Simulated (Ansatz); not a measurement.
# SiH₄+ (doublet): one geometry, many settings

What do other methods and options give for SiH₄+ (doublet) at this geometry, and how long do they take?

The runs use Ansatz 0.2.0, Gaussian basis; the settings change from run to run.

20 further runs of the same task are left out: 6 for a known fault of the program, 3 that didn't finish, 11 set aside as unsound or not needed.

### Step 1. What is computed

The geometry is a PBE0/def2-TZVP stationary point (not a proven minimum).

5 atoms, charge 1, spin multiplicity 2.

Atoms are counted from 1 here; the program's logs count them from 0.

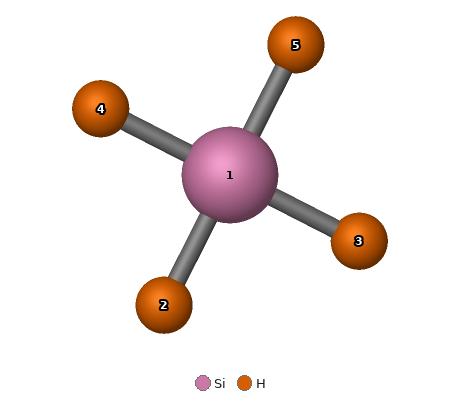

The structure; silicon pink, hydrogen orange; atoms are numbered from 1 in the order of the file.

### Step 2. MP2 on UHF/def2-SVPD

Input file in.yaml:

```yaml
crystal:
  periodic: [false, false, false]
  atoms:
    - {symbol: Si, position_ang: [0.000000, 0.000000, 0.000000]}
    - {symbol: H, position_ang: [-0.011166, 1.090859, 1.083779]}
    - {symbol: H, position_ang: [-0.016843, -1.083830, 1.090736]}
    - {symbol: H, position_ang: [0.016843, 1.083830, -1.090736]}
    - {symbol: H, position_ang: [0.011166, -1.090859, -1.083779]}
basis:
  gaussian: {orbitals: def2-SVPD}
total_charge: 1
magnetization: {spin_polarized: true, initial_magnetization: 1}
correlation: {method: mp2, electrons: valence}
```

Launch:

```bash
> ansatz run in.yaml --threads 1 --pin off --events-out ev --progress --plain --max-ram 2393MiB
```

Output:

```text
Functional definition: HF
  name "HF"
  cite "Fock, Z. Phys. 61, 126 (1930) doi:10.1007/BF01340294"
  parent pbe
  exchange = exact_x
  correlation = 0
550 factors; integrals over basis functions are off by at most 1.0e-3 eV
mean field evaluation 1: about -7909.9357 eV, gradient 6.6e0 eV
mean field evaluation 2: about -7909.9360 eV, gradient 6.6e0 eV
mean field evaluation 4: about -7910.4893 eV, gradient 9.3e-1 eV
mean field evaluation 8: about -7910.5057 eV, gradient 1.2e-3 eV
mean field -7910.50569406 eV, -290.7057223235 hartree, gradient 7.2e-7 eV, S^2 0.799534; 0 other end points of the search recorded, 0 dependent functions left out
5 core orbitals not correlated: weight in the atoms' cores, before any rotation towards them, 1.000 or more for the frozen orbitals, at most 0.000 for the correlated occupied ones
reference -7910.50569406 eV, -290.7057223235 hartree; 4, 3 occupied and 47, 48 virtual orbitals, 550 factors
second order -2.75186336 eV of doubles, -0.00000000 eV of singles
Total energy: -7913.25755743 eV, -290.8068514368 hartree
```

It took 0.33 s on 1 thread of Arm Neoverse V1, shared host.

From the report: ⟨S²⟩ of the determinant 0.800 (pure doublet: 0.75).

### Step 3. CCSD(T) on ROHF/def2-TZVP

Changes to in.yaml since step 2:

```diff
@@ -9,5 +9,6 @@
 basis:
-  gaussian: {orbitals: def2-SVPD}
+  gaussian: {orbitals: def2-TZVP}
 total_charge: 1
-magnetization: {spin_polarized: true, initial_magnetization: 1}
-correlation: {method: mp2, electrons: valence}
+magnetization: {spin_polarized: false, initial_magnetization: 1}
+correlation: {method: ccsd_t, electrons: valence}
+scf: {omitted_lower_state_checks: [cluster_reference]}
```

Launched as before.

Output (excerpt; [...] marks lines left out):

```text
Functional definition: HF
  name "HF"
  cite "Fock, Z. Phys. 61, 126 (1930) doi:10.1007/BF01340294"
  parent pbe
[...]
418 factors; integrals over basis functions are off by at most 1.4e-3 eV
[...]
mean field -7912.90996855 eV, -290.7940777813 hartree, gradient 1.1e-6 eV, S^2 0.750000; 0 other end points of the search recorded, 0 dependent functions left out
5 core orbitals not correlated: weight in the atoms' cores, before any rotation towards them, 1.000 or more for the frozen orbitals, at most 0.000 for the correlated occupied ones
reference -7912.90996855 eV, -290.7940777813 hartree; 4, 3 occupied and 52, 53 virtual orbitals, 418 factors
second order -3.23044743 eV of doubles, -0.15033690 eV of singles
cycle   1  -3.98304739 eV  change   -6.0e-1 eV  update   5.9e-2
[...]
cycle   8  -4.21578904 eV  change   -1.9e-6 eV  update   6.5e-6
perturbative correction -0.10656299 eV, -0.0039161176 hartree
Total energy: -7917.23232058 eV, -290.9529212884 hartree
Checks for a lower state left out: cluster_reference
```

It took 1.1 s on 1 thread of Arm Neoverse V1, shared host.

From the report: correlation -4.3224 eV; T1 0.026; largest double amplitude 0.06.

### Step 4. CASSCF(3,8)/6-31G*

Changes to in.yaml since step 3:

```diff
@@ -9,6 +9,5 @@
 basis:
-  gaussian: {orbitals: def2-TZVP}
+  gaussian: {orbitals: "6-31G*"}
 total_charge: 1
 magnetization: {spin_polarized: false, initial_magnetization: 1}
-correlation: {method: ccsd_t, electrons: valence}
-scf: {omitted_lower_state_checks: [cluster_reference]}
+correlation: {active_space: {window: {electrons: 3, orbitals: 8}, states: [{multiplicity: 2, weights: [1, 1, 1, 1]}, {multiplicity: 4, weights: [1]}], root: 1}}
```

Launched as before.

Output:

```text
Functional definition: HF
  name "HF"
  cite "Fock, Z. Phys. 61, 126 (1930) doi:10.1007/BF01340294"
  parent pbe
  exchange = exact_x
  correlation = 0
519 factors; integrals over basis functions are off by at most 2.7e-8 eV
mean field evaluation 1: about -7911.7318 eV, gradient 6.6e0 eV
mean field evaluation 2: about -7911.7600 eV, gradient 6.7e0 eV
mean field evaluation 4: about -7911.9870 eV, gradient 1.8e-1 eV
mean field evaluation 8: about -7911.9872 eV, gradient 2.5e-4 eV
mean field -7911.98718476 eV, -290.7601661026 hartree, gradient 3.3e-6 eV, S^2 0.750000; 0 other end points of the search recorded, 0 dependent functions left out
reference -7911.98718476 eV, -290.7601661026 hartree; 9, 8 occupied and 18, 19 virtual orbitals, 519 factors
state -7912.66927755 eV, -290.7852325501 hartree
state -7910.00910094 eV, -290.6874728628 hartree
state -7908.35030226 eV, -290.6265131356 hartree
state -7907.60337082 eV, -290.5990639117 hartree
state -7908.19489887 eV, -290.6208021664 hartree
Total energy: -7910.00910094 eV, -290.6874728628 hartree
```

It took 3.2 s on 1 thread of Arm Neoverse V1, shared host.

From the report: 224 determinants; active occupations (of the averaged states) 1.35, 1.02, 0.60, 0.02, 0.01, 0.00, 0.00, 0.00.

### Step 5. MRCISD+Q(7,6)/cc-pVDZ

Changes to in.yaml since step 4:

```diff
@@ -9,5 +9,5 @@
 basis:
-  gaussian: {orbitals: "6-31G*"}
+  gaussian: {orbitals: cc-pVDZ}
 total_charge: 1
 magnetization: {spin_polarized: false, initial_magnetization: 1}
-correlation: {active_space: {window: {electrons: 3, orbitals: 8}, states: [{multiplicity: 2, weights: [1, 1, 1, 1]}, {multiplicity: 4, weights: [1]}], root: 1}}
+correlation: {method: fic_mrcisd_q, electrons: outside_noble_gas, active_space: {window: {electrons: 7, orbitals: 6}}}
```

The command is unchanged.

Output (excerpt; [...] marks lines left out):

```text
Functional definition: HF
  name "HF"
  cite "Fock, Z. Phys. 61, 126 (1930) doi:10.1007/BF01340294"
  parent pbe
[...]
353 factors; integrals over basis functions are off by at most 1.2e-3 eV
[...]
mean field -7912.57369555 eV, -290.7817199763 hartree, gradient 5.7e-6 eV, S^2 0.750000; 0 other end points of the search recorded, 0 dependent functions left out
reference -7912.57369555 eV, -290.7817199763 hartree; 9, 8 occupied and 29, 30 virtual orbitals, 353 factors
state -7913.72303678 eV, -290.8239574875 hartree
contracted CI cycle   1: correlation 0.00000000 eV, 0.0000000000 hartree, residual 1.21e1 eV
contracted CI cycle   2: correlation -2.49391330 eV, -0.0916496234 hartree, residual 2.54e0 eV
contracted CI cycle   3: correlation -2.60995334 eV, -0.0959140162 hartree, residual 6.68e-1 eV
contracted CI cycle   4: correlation -2.61774480 eV, -0.0962003468 hartree, residual 1.68e-1 eV
contracted CI cycle   5: correlation -2.61823403 eV, -0.0962183259 hartree, residual 4.37e-2 eV
contracted CI cycle   6: correlation -2.61826746 eV, -0.0962195545 hartree, residual 1.08e-2 eV
contracted CI cycle   7: correlation -2.61826952 eV, -0.0962196300 hartree, residual 2.84e-3 eV
contracted CI cycle   8: correlation -2.61826967 eV, -0.0962196358 hartree, residual 9.18e-4 eV
state -7913.72303678 eV, -290.8239574875 hartree; corrected -7916.49365545 eV, -290.9257758456 hartree
Total energy: -7916.49365545 eV, -290.9257758456 hartree
```

Run time: 2.2 s. Hardware: 1 thread of Arm Neoverse V1, shared host.

From the report: 152 determinants; active occupations 2.00, 1.97, 1.97, 1.00, 0.03, 0.02.

### Step 6. CCSD(T) on ROHF/cc-pVDZ

Changes to in.yaml since step 5:

```diff
@@ -12,2 +12,3 @@
 magnetization: {spin_polarized: false, initial_magnetization: 1}
-correlation: {method: fic_mrcisd_q, electrons: outside_noble_gas, active_space: {window: {electrons: 7, orbitals: 6}}}
+correlation: {method: ccsd_t, electrons: all}
+output: {forces: true}
```

The command is unchanged.

Output (excerpt; [...] marks lines left out):

```text
Functional definition: HF
  name "HF"
  cite "Fock, Z. Phys. 61, 126 (1930) doi:10.1007/BF01340294"
  parent pbe
[...]
353 factors; integrals over basis functions are off by at most 1.2e-3 eV
[...]
mean field -7912.57369555 eV, -290.7817199763 hartree, gradient 5.7e-6 eV, S^2 0.750000; 1 other end points of the search recorded, 0 dependent functions left out
[...]
determinant -7912.57369555 eV, -290.7817199763 hartree, with singles and doubles -7916.58901394 eV, -290.9292802054 hartree
determinant -7909.47360362 eV, -290.6677936991 hartree, with singles and doubles -7914.47729444 eV, -290.8516759453 hartree
reference -7912.57369555 eV, -290.7817199763 hartree; 9, 8 occupied and 29, 30 virtual orbitals, 353 factors
second order -3.04754133 eV of doubles, -0.15174986 eV of singles
cycle   1  -4.01534497 eV  change   -2.7e-5 eV  update   9.0e-5
[...]
cycle   5  -4.01537660 eV  change   -1.7e-6 eV  update   6.0e-7
perturbative correction -0.08540509 eV, -0.0031385791 hartree
[...]
Total energy: -7916.67447724 eV, -290.9324209238 hartree
Atom 0 at     0.000000     0.000000     0.000000 Å, force    -0.000000     0.000000     0.000000 eV/Å
Atom 1 at    -0.011166     1.090859     1.083779 Å, force    -0.001307     0.127691     0.126863 eV/Å
Atom 2 at    -0.016843    -1.083830     1.090736 Å, force    -0.001972    -0.126865     0.127674 eV/Å
Atom 3 at     0.016843     1.083830    -1.090736 Å, force     0.001972     0.126865    -0.127674 eV/Å
Atom 4 at     0.011166    -1.090859    -1.083779 Å, force     0.001307    -0.127691    -0.126863 eV/Å
Dipole moment:     0.000000    -0.000000    -0.000000 e Å
```

Run time: 4.7 s. Hardware: 1 thread of Arm Neoverse V1, shared host.

From the report: correlation -4.1008 eV; T1 0.017; largest double amplitude 0.06.

### Step 7. CCSDT(Q)/B on ROHF/def2-SVP

Changes to in.yaml since step 6:

```diff
@@ -9,6 +9,5 @@
 basis:
-  gaussian: {orbitals: cc-pVDZ}
+  gaussian: {orbitals: def2-SVP}
 total_charge: 1
 magnetization: {spin_polarized: false, initial_magnetization: 1}
-correlation: {method: ccsd_t, electrons: all}
-output: {forces: true}
+correlation: {method: ccsdt_q_b, electrons: outside_noble_gas}
```

Launched as before.

Output (excerpt; [...] marks lines left out):

```text
Functional definition: HF
  name "HF"
  cite "Fock, Z. Phys. 61, 126 (1930) doi:10.1007/BF01340294"
  parent pbe
[...]
661 factors; integrals over basis functions are off by at most 1.9e-7 eV
[...]
mean field -7910.12927643 eV, -290.6918892305 hartree, gradient 4.8e-6 eV, S^2 0.750000; 1 other end points of the search recorded, 0 dependent functions left out
[...]
determinant -7910.12927643 eV, -290.6918892305 hartree, with singles and doubles -7913.93315911 eV, -290.8316793408 hartree
determinant -7906.95570296 eV, -290.5752625568 hartree, with singles and doubles -7911.75917940 eV, -290.7517870601 hartree
5 core orbitals not correlated: weight in the atoms' cores, before any rotation towards them, 1.000 or more for the frozen orbitals, at most 0.000 for the correlated occupied ones
reference -7910.12927643 eV, -290.6918892305 hartree; 4, 3 occupied and 29, 30 virtual orbitals, 661 factors
second order -2.84636736 eV of doubles, -0.15046835 eV of singles
cycle   1  -3.58003291 eV  change   -5.8e-1 eV  update   6.2e-2
[...]
cycle  12  -3.90330226 eV  change   -1.5e-7 eV  update   2.6e-7
perturbative correction -0.00160943 eV, -0.0000591453 hartree
Total energy: -7914.03418811 eV, -290.8353920881 hartree
```

Wall time 5.5 s (1 thread of Arm Neoverse V1, shared host).

From the report: correlation -3.9049 eV; T1 0.026; largest double amplitude 0.06.

### Step 8. MRCISD+Q(relaxed)(5,3)/6-31G*

Changes to in.yaml since step 7:

```diff
@@ -9,5 +9,5 @@
 basis:
-  gaussian: {orbitals: def2-SVP}
+  gaussian: {orbitals: "6-31G*", fitting: {mean_field: def2-universal-jkfit}}
 total_charge: 1
 magnetization: {spin_polarized: false, initial_magnetization: 1}
-correlation: {method: ccsdt_q_b, electrons: outside_noble_gas}
+correlation: {method: fic_mrcisd_q_relaxed, electrons: outside_noble_gas, active_space: {window: {electrons: 5, orbitals: 3}}}
```

The command is unchanged.

Output (excerpt; [...] marks lines left out):

```text
Functional definition: HF
  name "HF"
  cite "Fock, Z. Phys. 61, 126 (1930) doi:10.1007/BF01340294"
  parent pbe
[...]
200 factors; integrals over basis functions are off by at most 8.4e-2 eV
[...]
mean field -7911.98711749 eV, -290.7601636303 hartree, gradient 2.1e-6 eV, S^2 0.750000; 0 other end points of the search recorded, 0 dependent functions left out
reference -7911.98711749 eV, -290.7601636303 hartree; 9, 8 occupied and 18, 19 virtual orbitals, 200 factors
state -7911.98711749 eV, -290.7601636303 hartree
contracted CI cycle   1: correlation 0.00000000 eV, 0.0000000000 hartree, residual 1.16e1 eV
contracted CI cycle   2: correlation -2.80659121 eV, -0.1031403246 hartree, residual 1.99e0 eV
contracted CI cycle   3: correlation -2.90200192 eV, -0.1066466034 hartree, residual 4.83e-1 eV
contracted CI cycle   4: correlation -2.90723001 eV, -0.1068387322 hartree, residual 1.19e-1 eV
contracted CI cycle   5: correlation -2.90756692 eV, -0.1068511136 hartree, residual 3.68e-2 eV
contracted CI cycle   6: correlation -2.90760087 eV, -0.1068523610 hartree, residual 1.19e-2 eV
contracted CI cycle   7: correlation -2.90760401 eV, -0.1068524766 hartree, residual 3.65e-3 eV
contracted CI cycle   8: correlation -2.90760427 eV, -0.1068524860 hartree, residual 8.78e-4 eV
state -7911.98711749 eV, -290.7601636303 hartree; corrected -7915.11926164 eV, -290.8752678049 hartree
WARN: 2 active orbitals are nearly empty or full. The corrections depend on them more than the energy does, and are more stable in an active space without them
Total energy: -7915.11926164 eV, -290.8752678049 hartree
```

Wall time 0.36 s (1 thread of Arm Neoverse V1, shared host).

From the report: 1 determinant; active occupations 2.00, 2.00, 1.00. The report marks this result as in doubt.

### Step 9. CCSD on ROHF/cc-pVDZ

Changes to in.yaml since step 8:

```diff
@@ -9,5 +9,8 @@
 basis:
-  gaussian: {orbitals: "6-31G*", fitting: {mean_field: def2-universal-jkfit}}
+  gaussian: {orbitals: cc-pVDZ, fitting: {mean_field: def2-universal-jkfit}}
 total_charge: 1
 magnetization: {spin_polarized: false, initial_magnetization: 1}
-correlation: {method: fic_mrcisd_q_relaxed, electrons: outside_noble_gas, active_space: {window: {electrons: 5, orbitals: 3}}}
+correlation: {method: ccsd, electrons: outside_noble_gas}
+accuracy: high
+scf: {omitted_lower_state_checks: [cluster_reference]}
+output: {forces: true}
```

Same command.

Output (excerpt; [...] marks lines left out):

```text
Functional definition: HF
  name "HF"
  cite "Fock, Z. Phys. 61, 126 (1930) doi:10.1007/BF01340294"
  parent pbe
[...]
200 factors; integrals over basis functions are off by at most 3.6e-1 eV
[...]
mean field -7912.57475424 eV, -290.7817588825 hartree, gradient 3.5e-9 eV, S^2 0.750000; 0 other end points of the search recorded, 0 dependent functions left out
5 core orbitals not correlated: weight in the atoms' cores, before any rotation towards them, 1.000 or more for the frozen orbitals, at most 0.000 for the correlated occupied ones
reference -7912.57475424 eV, -290.7817588825 hartree; 4, 3 occupied and 29, 30 virtual orbitals, 200 factors
second order -2.84577543 eV of doubles, -0.15165853 eV of singles
cycle   1  -3.59864732 eV  change   -5.9e-1 eV  update   5.9e-2
[...]
cycle  18  -3.82910655 eV  change  -1.1e-10 eV  update  5.5e-10
[...]
Total energy: -7916.40386079 eV, -290.9224759526 hartree
Atom 0 at     0.000000     0.000000     0.000000 Å, force     0.000000    -0.000000    -0.000000 eV/Å
Atom 1 at    -0.011166     1.090859     1.083779 Å, force    -0.001219     0.119053     0.118281 eV/Å
Atom 2 at    -0.016843    -1.083830     1.090736 Å, force    -0.001838    -0.118283     0.119037 eV/Å
Atom 3 at     0.016843     1.083830    -1.090736 Å, force     0.001838     0.118283    -0.119037 eV/Å
Atom 4 at     0.011166    -1.090859    -1.083779 Å, force     0.001219    -0.119053    -0.118281 eV/Å
Dipole moment:    -0.000000     0.000000     0.000000 e Å
Checks for a lower state left out: cluster_reference
```

Run time: 0.93 s. Hardware: 1 thread of Arm Neoverse V1, shared host.

From the report: correlation -3.8291 eV; T1 0.026; largest double amplitude 0.06.

### Step 10. MP2 on ROHF/cc-pVDZ

Changes to in.yaml since step 9:

```diff
@@ -9,8 +9,6 @@
 basis:
-  gaussian: {orbitals: cc-pVDZ, fitting: {mean_field: def2-universal-jkfit}}
+  gaussian: {orbitals: cc-pVDZ}
 total_charge: 1
 magnetization: {spin_polarized: false, initial_magnetization: 1}
-correlation: {method: ccsd, electrons: outside_noble_gas}
-accuracy: high
-scf: {omitted_lower_state_checks: [cluster_reference]}
-output: {forces: true}
+correlation: {method: mp2, electrons: valence}
+scf: {lower_state_search: light}
```

The command is unchanged.

Output:

```text
Functional definition: HF
  name "HF"
  cite "Fock, Z. Phys. 61, 126 (1930) doi:10.1007/BF01340294"
  parent pbe
  exchange = exact_x
  correlation = 0
353 factors; integrals over basis functions are off by at most 1.2e-3 eV
mean field evaluation 1: about -7912.3234 eV, gradient 7.0e0 eV
mean field evaluation 2: about -7912.3242 eV, gradient 7.0e0 eV
mean field evaluation 4: about -7912.5732 eV, gradient 1.8e-1 eV
mean field evaluation 8: about -7912.5737 eV, gradient 5.7e-6 eV
mean field -7912.57369555 eV, -290.7817199763 hartree, gradient 5.7e-6 eV, S^2 0.750000; 0 other end points of the search recorded, 0 dependent functions left out
mean field evaluation 16: about -7912.9060 eV, gradient 5.8e-2 eV
5 core orbitals not correlated: weight in the atoms' cores, before any rotation towards them, 1.000 or more for the frozen orbitals, at most 0.000 for the correlated occupied ones
reference -7912.57369555 eV, -290.7817199763 hartree; 4, 3 occupied and 29, 30 virtual orbitals, 353 factors
second order -2.85615126 eV of doubles, -0.15171812 eV of singles
Total energy: -7915.58156494 eV, -290.8922571375 hartree
```

Run time: 0.21 s. Hardware: 1 thread of Arm Neoverse V1, shared host.

### Step 11. The runs in one table

Where basis and cores are those of an earlier UCCSDT(Q)/cc-pVDZ run (-7916.5098 eV), and the state is the same kind, the miss against it is given. † marks a result that the program doubts.

```tsv
level	correlated	functions	energy (eV)	from UCCSDT(Q) (meV)	time
MP2 on UHF/def2-SVPD	valence	56	-7913.2576		0.33 s
CCSD(T) on ROHF/def2-TZVP	valence	61	-7917.2323		1.1 s
CASSCF(3,8)/6-31G* (excited root 1 of an average)		27	-7910.0091		3.2 s
MRCISD+Q(7,6)/cc-pVDZ	outside noble gas	38	-7916.4937	16.2	2.2 s
CCSD(T) on ROHF/cc-pVDZ	all	38	-7916.6745		4.7 s
CCSDT(Q)/B on ROHF/def2-SVP	outside noble gas	38	-7914.0342		5.5 s
MRCISD+Q(relaxed)(5,3)/6-31G* †	outside noble gas	27	-7915.1193		0.36 s
CCSD on ROHF/cc-pVDZ	outside noble gas	38	-7916.4039	106.0	0.93 s
MP2 on ROHF/cc-pVDZ	valence	38	-7915.5816	928.3	0.21 s
```

### Step 12. Outcome

| quantity | value |
| --- | --- |
| runs | 9 |
| quickest | MP2 on ROHF/cc-pVDZ, 0.21 s |
| slowest | CCSDT(Q)/B on ROHF/def2-SVP, 5.5 s |

**Reading.** Total energies in different bases, with other cores or another treatment of relativity can't be set against each other. CCSDT(Q)/B on ROHF/def2-SVP took 26 times as long as MP2 on ROHF/cc-pVDZ; the jobs differ in more than the method. Among the correlated runs with a miss given, it spans +16 to +928 meV.
